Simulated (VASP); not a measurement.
Band structure of FeGe (relaxed from the WC structure, space group P-6m2). These are r2SCAN meta-GGA, VASP's PBE PAW potentials (set 64) (plane waves; VASP) values and carry that method's errors.

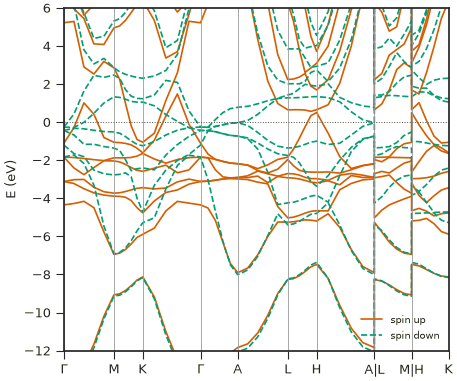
Fig. 1. Bands along high-symmetry lines, zero at the valence-band maximum or, without a gap, the Fermi level

Problem. Read the plot: is there a gap, and where are the band edges?

Solution. It has no gap at this level: it comes out as a metal or semimetal.

The structure was generated: FeGe was put into the WC type (P-6m2), which need not be its known phase. It was relaxed first, which changed the volume by -8 %.
